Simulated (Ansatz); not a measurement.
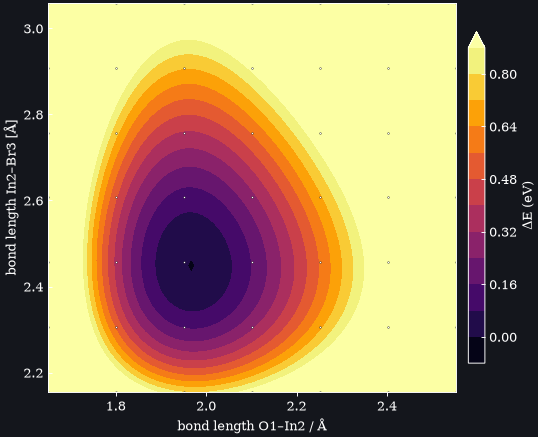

Br₂HInO, SMILES [OH][In]([Br])[Br]. Coordinates scanned: (1) bond length O1–In2; (2) bond length In2–Br3. Nothing is relaxed (all other coordinates rigid). The scan uses a 7 × 7 grid. Points are written as (first, second). All energies are given in eV relative to the relaxed molecule at the same level. Level of theory: Ansatz 0.2.0, RKS PBE0-D4/def2-TZVP.

In the figure: filled contours, dots at the grid points, one colour for all values above the top of the scale. Between grid points the surface is interpolated.

Estimate the position of the minimum and the force constants in these coordinates.

Answer. The interpolated minimum is at bond length O1–In2 ≈ 1.962 Å, bond length In2–Br3 ≈ 2.447 Å. The curvatures there are about 20 eV/Å² and 12 eV/Å², with a cross term of about 0.5 eV/Å². Round the minimum the two coordinates are nearly uncoupled.
